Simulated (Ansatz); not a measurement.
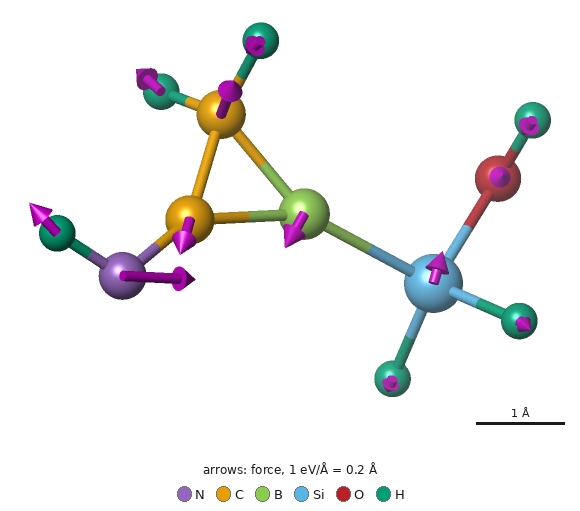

Starting geometry of C2H6BNOSi (coarse preliminary run) with the computed forces as purple arrows. Style: ball-and-stick. Shown from a free direction.

The start comes from a force field.

Computed with Ansatz, RKS PBE-D4/def2-SVP.

Input file:
```yaml
crystal:
  periodic: [false, false, false]
  atoms:
    - {symbol: N, position_ang: [1.412600, -2.611400, 0.143700]}
    - {symbol: C, position_ang: [0.673300, -1.520300, 0.390000]}
    - {symbol: C, position_ang: [-0.113800, -0.668400, 1.304400]}
    - {symbol: B, position_ang: [0.044200, -0.078900, -0.066800]}
    - {symbol: Si, position_ang: [-0.457500, 1.270200, -1.387200]}
    - {symbol: O, position_ang: [-1.395000, 2.525100, -0.626900]}
    - {symbol: H, position_ang: [1.582600, -3.250900, 0.878500]}
    - {symbol: H, position_ang: [-1.024600, -1.080700, 1.599400]}
    - {symbol: H, position_ang: [0.559300, -0.133700, 2.105900]}
    - {symbol: H, position_ang: [0.786200, 1.855900, -1.878100]}
    - {symbol: H, position_ang: [-1.239200, 0.675100, -2.446700]}
    - {symbol: H, position_ang: [-0.751100, 2.962800, 0.017700]}
basis:
  gaussian: {orbitals: def2-SVP}
hamiltonian: {xc: pbe, dispersion: d4}
relax: {f_tol: 0.03, max_steps: 200}
```

Launched with:
```bash
ansatz run in.yaml --threads 4 --pin off --events-out ev --progress --plain --max-ram 10444MiB
```

### Is this structure relaxed? If not, where do the atoms go?

It isn't relaxed: the largest force vector, on N1, is 5.31 eV/Å. The final displacements have little in common with the starting forces (cosine between the two patterns 0.23). After 11 accepted moves (12 points after the start) the energy has fallen by 21.1 kcal/mol. The largest force component goes from 4.5 to 0.018 eV/Å. The line search rejected the trial step at point 4 of the run. H12 moves most after the best rigid fit: 0.56 Å. By element the largest moves are H 0.56 Å, N 0.24 Å, C 0.23 Å, O 0.20 Å, Si 0.08 Å, B 0.07 Å. Near-neighbour distances that change, for instance: C2–B4 1.638 → 1.531 Å, C3–B4 1.501 → 1.588 Å, C3–H8 1.042 → 1.111 Å, C3–H9 1.175 → 1.110 Å. Bond angles that change, for instance: Si5–O6–H12 104.3° → 113.9°, C2–N1–H7 119.0° → 109.5°, H8–C3–H9 119.2° → 111.3°. Groups turn about Si5–O6 by about 25°.
